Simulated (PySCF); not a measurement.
## A study: H₃O, charge +1, SMILES `[OH3+]`

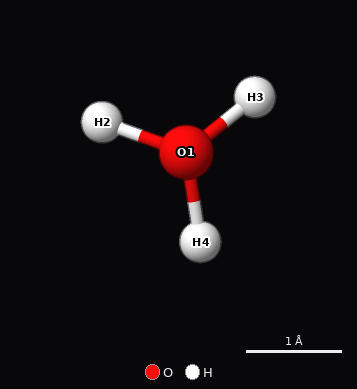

The molecule, with its atoms numbered as below. No frequency check shows the geometry to be a minimum.

Geometry (Å), atoms numbered from 1:

```
O1       0.0000    0.0000    0.0775
H2       0.8530   -0.3989   -0.2067
H3      -0.7720   -0.5392   -0.2067
H4      -0.0810    0.9382   -0.2067
```

## 1. Excited states

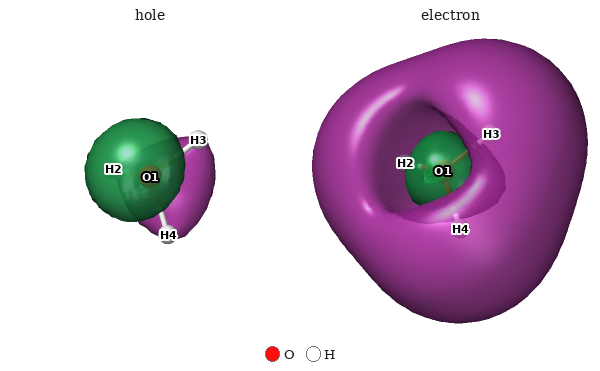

Leading natural transition orbital pair of T₁ (full linear response triplet states); the surfaces enclose about 85 % of each orbital's density.

Level of theory: PBE/6-311+G** (PySCF), at a geometry from GFN2-xTB.

Question: Where does the state lie, and where do hole and electron sit?

Answer: 10.05 eV (123 nm), spin-forbidden from the singlet ground state, partly diffuse acceptor orbital; the leading pair carries 100 %; hole on O1 (84 %) and H2, H3 and H4 (5 % each), electron on O1 (29 %) and H2, H3 and H4 (24 % each) (atom shares of so diffuse an orbital are rough); their centroids lie 0.5 Å apart. In canonical orbitals it is mainly HOMO → LUMO (100 %). The HOMO–LUMO gap is 10.50 eV.

## 2. In an electric field

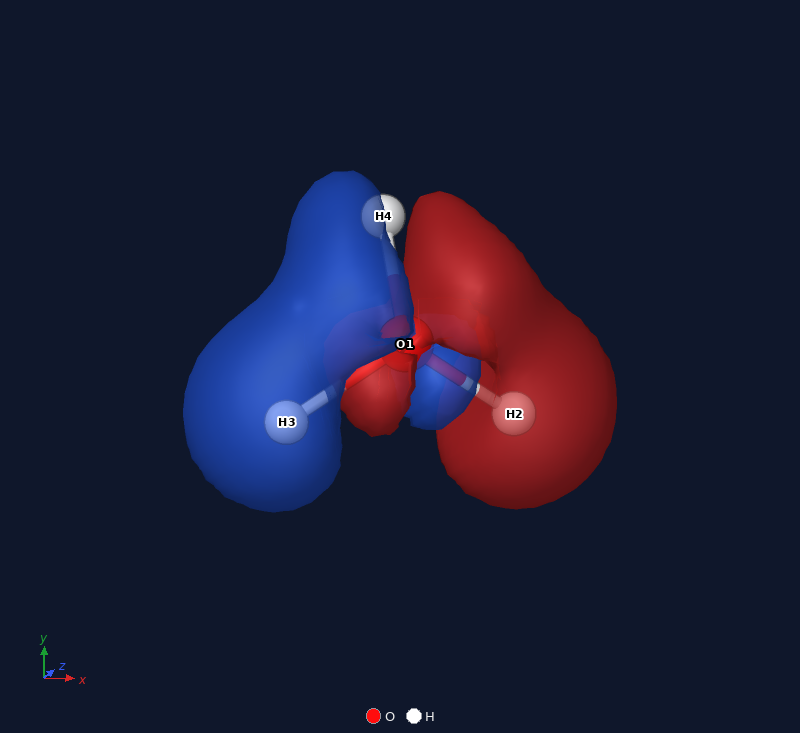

Change of the electron density in a uniform field of 0.51 V/Å, surfaces at ±0.003 e/Å³ (blue: gain, red: loss).

PySCF calculation, TPSS/6-311+G**, gas phase; geometry: GFN2-xTB. The basis has diffuse s and p functions alone, which still leaves polarisabilities too small, most of all across bonds.

Question: Along which Cartesian direction does the field point?

Answer: Along +x: electrons gather on the −x side, against the field.

Question: What dipole is induced, and what polarisability does it imply?

Answer: The induced dipole is 0.16 D (along the field); α along this axis, from the fields in both directions, is 6 bohr³ (0.9 Å³).

Question: Which atoms gain and lose the most charge?

Answer: Electrons gather most on H3 (Hirshfeld charge changes by −0.009 e) and leave H2 most (+0.010 e); 0.024 electrons are displaced in all.

## 3. Localised orbitals

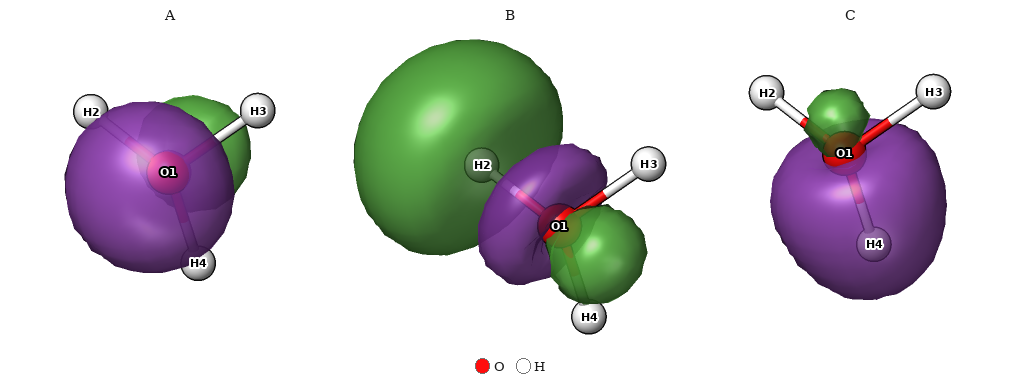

Intrinsic bond orbitals (IBO), occupied and valence-virtual; each surface holds about 80 % of the orbital's density. Energies are diagonal elements of the Fock matrix.

Level of theory: TPSSh/def2-SVPD (PySCF), at a geometry from GFN2-xTB.

Question: Identify each orbital.

Answer: By panel:
- A: lone pair on O1 (sp6.7-type) (O1 100 %; −20.3 eV)
- B: σ* orbital H2–O1, mostly on H2 (H2 74 %, O1 26 %; −3.3 eV)
- C: σ bond O1–H4 (O1 74 %, H4 26 %; −29.3 eV)

Question: Which has the smallest and which the largest spatial spread?

Answer: Smallest: C (0.65 Å); largest: B (0.98 Å).

Question: How do all the valence pairs divide up?

Answer: 4 pairs: 3 σ bonds and 1 lone pair.
